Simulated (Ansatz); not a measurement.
AlBrH₂

The calculation's input:

```
crystal:
  periodic: [false, false, false]
  atoms:
    - {symbol: Al, position_ang: [-0.175202, 0.042681, -0.085947]}
    - {symbol: Br, position_ang: [1.804264, -0.438552, 0.884589]}
    - {symbol: H, position_ang: [-0.321169, -0.249144, -1.627550]}
    - {symbol: H, position_ang: [-1.307893, 0.645115, 0.828908]}
basis:
  gaussian: {orbitals: def2-TZVPP}
hamiltonian: {xc: pbe0, dispersion: d4}
output: {orbitals: {seedname: orbitals}}
```

Run with:

```sh
ansatz run in.yaml --threads 2 --pin off --events-out ev --progress --plain --max-ram 4352MiB
```

The reactant side of a reaction path; geometry: PBE0-D4/def2-TZVP.

The calculation used Ansatz 0.2.0, RKS PBE0-D4/def2-TZVPP.

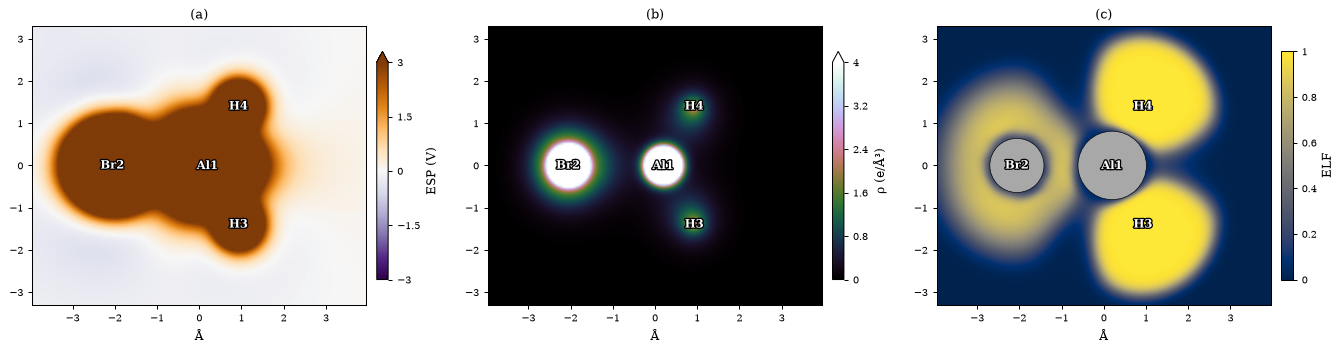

Figure 1. (a) electrostatic potential; (b) total electron density; (c) ELF on the molecular plane. Grey discs cover the atomic cores in the ELF map.

> Describe what can be read from this map.

Atoms in the plane: Al, Br and H.
Al–Br (2.26 Å): ρ at the midpoint is about 0.66 e/Å³; the ELF peaks at about 0.85 in the valence shell of Br, 1.1 Å from its nucleus, and is about 0.80 at the midpoint.
Al–H (1.58 Å): ρ at the midpoint is about 0.57 e/Å³; the ELF climbs to about 1 towards the hydrogen.
The ELF also peaks beside Br2, away from the bonds: lone-pair regions.
Outside the dense part of the molecule the potential is most negative (−0.5 V) near Br2.

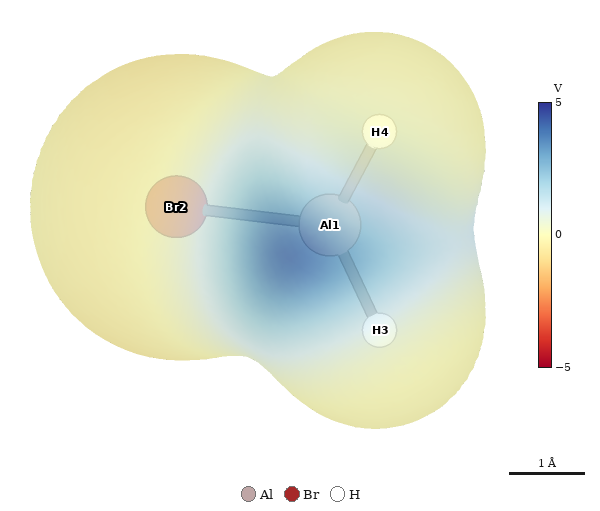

Figure 2. The molecular electrostatic potential painted on the density surface at 0.002 e/bohr³, seen at a tilt; the colour scale runs from red (negative) to blue (positive).

> Which sites attract a positive test charge, and which a negative one?

A positive charge is drawn to the negative regions and a negative charge to the positive ones. The most negative region (about −0.4 V) lies over Br2, the most positive (about +4.0 V) over Al1.

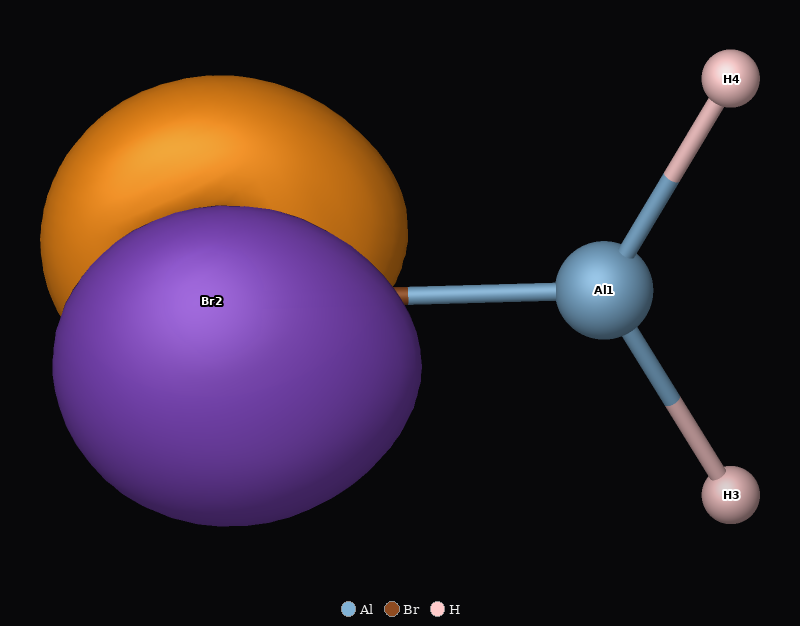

Figure 3. The HOMO−1 at ±0.2 Å⁻³ᐟ² (orange and purple are the two phases), seen at an oblique angle.

> What is the character of this orbital?

Its weight (Hirshfeld) is mainly on Br2 (about 90 %); it changes sign across the molecular plane (π type). Its energy is −8.85 eV.
